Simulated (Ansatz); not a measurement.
**CH7NO2Si2 (SMILES N[Si]1(O[SiH3])CO1): density, localisation and related maps**

Input file:

```
crystal:
  periodic: [false, false, false]
  atoms:
    - { symbol: "N", position_ang: [-1.6275, 0.6268, -1.2952] }
    - { symbol: Si, position_ang: [-0.9838, -0.3019, -0.0999] }
    - { symbol: O, position_ang: [0.5658, -0.5428, -0.5254] }
    - { symbol: Si, position_ang: [1.8308, -1.6842, -0.2512] }
    - { symbol: C, position_ang: [-0.6613, 1.439, 1.4118] }
    - { symbol: O, position_ang: [-1.3174, 0.2408, 1.3499] }
    - { symbol: H, position_ang: [-0.988, 1.4134, -1.5222] }
    - { symbol: H, position_ang: [-2.4483, 1.1489, -0.9087] }
    - { symbol: H, position_ang: [2.9817, -1.3412, -0.976] }
    - { symbol: H, position_ang: [2.0853, -1.7526, 1.2204] }
    - { symbol: H, position_ang: [1.2325, -3.0157, -0.6626] }
    - { symbol: H, position_ang: [-1.0246, 2.2753, 0.8456] }
    - { symbol: H, position_ang: [0.3753, 1.4595, 1.4282] }
basis:
  gaussian: { orbitals: def2-SVP }
hamiltonian:
  xc: hf
relax:
  f_tol: 0.015
  max_steps: 40
output:
  orbitals: {}
```

Launched as:

```sh
ansatz run input.yaml --threads 2 --pin off --max-ram 3072MiB --backend cpu --events-out ev --progress --plain --runs-dir out
```

The fields are those of the run's last geometry, not of the input's.

Computed with Ansatz, RHF/def2-SVP.

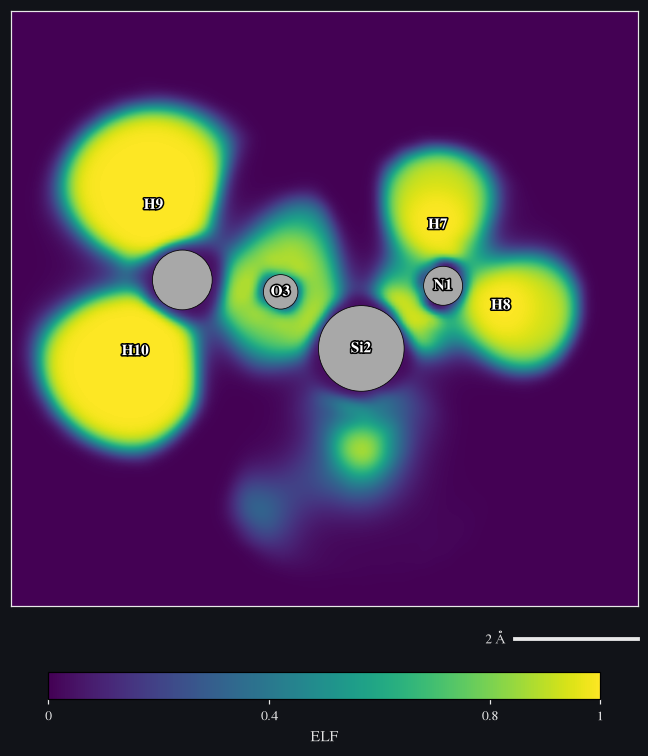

Figure 1. ELF on the plane of atoms Si2, N1 and H8. Grey discs cover the atomic cores.

Question: Read the bonding off the picture.

Answer: The section cuts through N, Si, O and H sites.
Si–O (1.62 Å): the ELF peaks at about 0.90 between the atoms; a short, strongly polar bond.
Si–N (1.68 Å): the ELF peaks at about 0.90 between the atoms (a polar covalent bond).
N–H (1.00 Å): the ELF climbs to about 1 towards the hydrogen, as it does in any bond to H; a covalent bond by its length.
The ELF also peaks beside O3, away from the bonds: lone-pair regions.

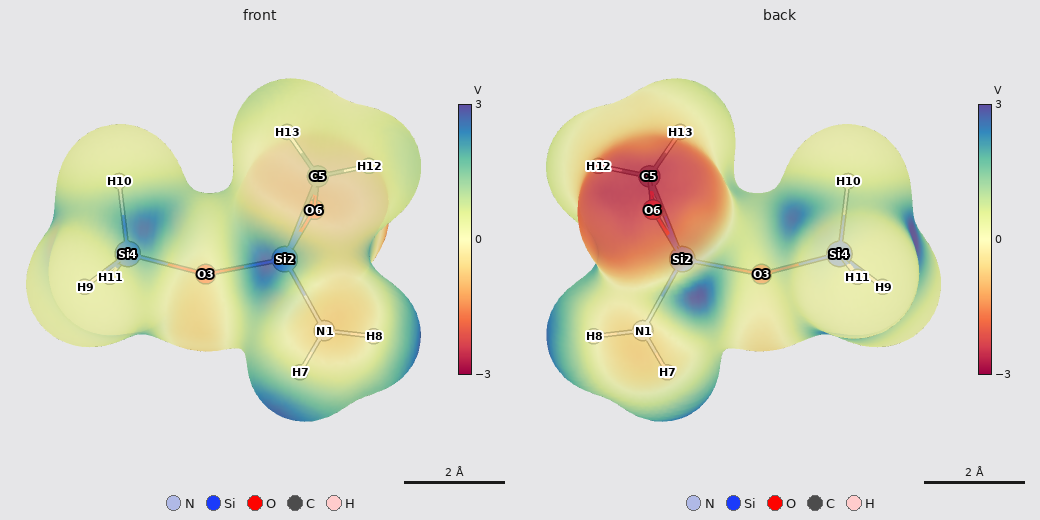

Figure 2. The molecular electrostatic potential painted on the density surface at 0.004 e/bohr³, seen from the front and from behind; red is negative and blue positive.

Question: Where is the surface potential most negative and most positive?

Answer: The most negative region (about −2.6 V) lies over O6, the most positive (about +2.8 V) over Si2 and Si4. O6 is the likeliest acceptor of a hydrogen bond.

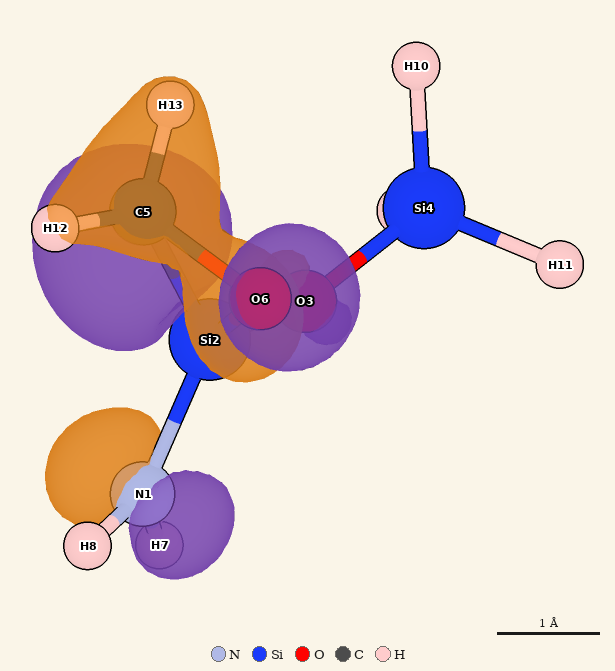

Figure 3. The HOMO at ±0.15 Å⁻³ᐟ² (orange and purple are the two phases), seen at an oblique angle.

Question: Where does this orbital lie, and at what energy?

Answer: It lies mainly on C5 (about 35 %), O6 (about 25 %), Si2 (about 20 %) and N1 (about 10 %). Its energy is −10.15 eV.
